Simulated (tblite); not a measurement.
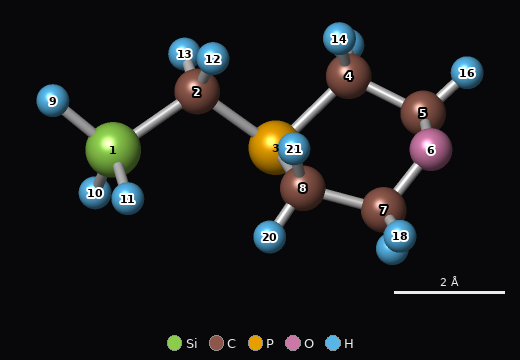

Figure 1. The structure as given in the input (ball-and-stick view, seen at a tilt; atoms are numbered from 1 in the order of the input).

**Frequency calculation, with input and output: C₅H₁₃OPSi**

The run: frequency calculation of C₅H₁₃OPSi. Method and program: GFN2-xTB harmonic vibrations, gas phase (tblite 0.8.0).

Input file:
```
{"job": {"kind": "ir", "xc": "GFN2-xTB", "basis": "xTB"}, "charge": 0, "multiplicity": 1}
Si     3.208552    -0.322297     0.294385
C      1.695261     0.830729     0.376938
P      0.164868    -0.073779     0.889864
C     -1.095092     1.261901     0.551772
C     -2.460973     0.615172     0.324760
O     -2.506300    -0.181610    -0.834039
C     -1.683321    -1.319896    -0.755294
C     -0.192939    -0.984827    -0.693950
H      4.381280     0.491496    -0.035710
H      3.379787    -0.972496     1.592331
H      3.018673    -1.330793    -0.750483
H      1.524386     1.336779    -0.576221
H      1.869778     1.599308     1.133352
H     -0.808556     1.838666    -0.332698
H     -1.149106     1.935007     1.410807
H     -3.227080     1.381841     0.176551
H     -2.732048     0.009494     1.205099
H     -1.906826    -1.898435    -1.656573
H     -1.959444    -1.919724     0.127588
H      0.385846    -1.910459    -0.718289
H      0.084336    -0.369133    -1.554457
```

The first line tells a small driver script what to run in tblite; the rest is the geometry in Å.

Launch command:
```bash
OMP_NUM_THREADS=1 python <driver script> task.json out
```

The program's output:
```
mode    cm-1     km/mol
  1      45.1      0.06
  2      85.3      0.36
  3     110.4      0.00
  4     147.0      3.25
  5     191.0      2.80
  6     222.2      0.56
  7     294.7      1.40
  8     310.1      3.17
  9     382.7      5.13
 10     396.1      0.25
 11     504.2     28.44
 12     520.6     18.56
 13     544.9     17.48
 14     671.4      7.50
 15     684.7     21.18
 16     718.1     40.37
 17     737.4     32.91
 18     769.3    191.26
 19     780.2     55.20
 20     782.7    209.42
 21     791.3    311.61
 22     800.5    126.33
 23     861.3      6.48
 24     927.6     37.51
 25     958.3      1.22
 26     980.1     19.11
 27     998.0     18.59
 28    1041.4      6.59
 29    1051.9     41.89
 30    1093.8     17.99
 31    1126.4     13.52
 32    1142.0     41.66
 33    1146.8     23.33
 34    1184.6      5.07
 35    1232.9      6.37
 36    1259.1      4.50
 37    1292.8     14.61
 38    1332.6      7.29
 39    1345.6     28.37
 40    1421.3      4.72
 41    1425.7      1.62
 42    1432.9      1.88
 43    1459.7      0.12
 44    1464.0      0.70
 45    2252.0    410.48
 46    2256.1    182.06
 47    2281.5    267.79
 48    2843.2     10.80
 49    2845.0     91.50
 50    2930.3      1.79
 51    2931.7      7.18
 52    2939.8     56.76
 53    2953.2     18.73
 54    2953.4     37.83
 55    2955.0     24.90
 56    2960.3     47.55
 57    2966.0     42.35
```

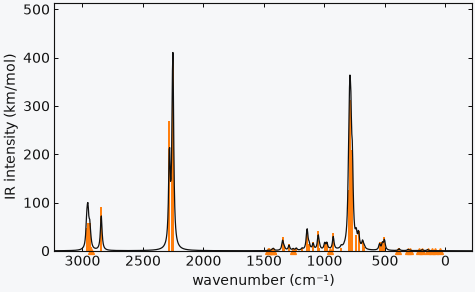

Figure 2. Harmonic infrared spectrum, unscaled: sticks (degenerate modes added up, dark ones marked on the axis) with a Lorentzian envelope of 16 cm⁻¹ full width, scaled to the tallest stick. 57 modes from 45 to 2966 cm⁻¹, none imaginary. The strongest line is at 2252 cm⁻¹ (410 km/mol).

Results in brief:

- outcome: converged
- total energy: −697.7150 eV
- zero-point energy: 103.9810 kcal/mol
- hardware: 1 CPU thread, shared host
- wall time: 0.95 s
- peak memory: 0.18 GiB
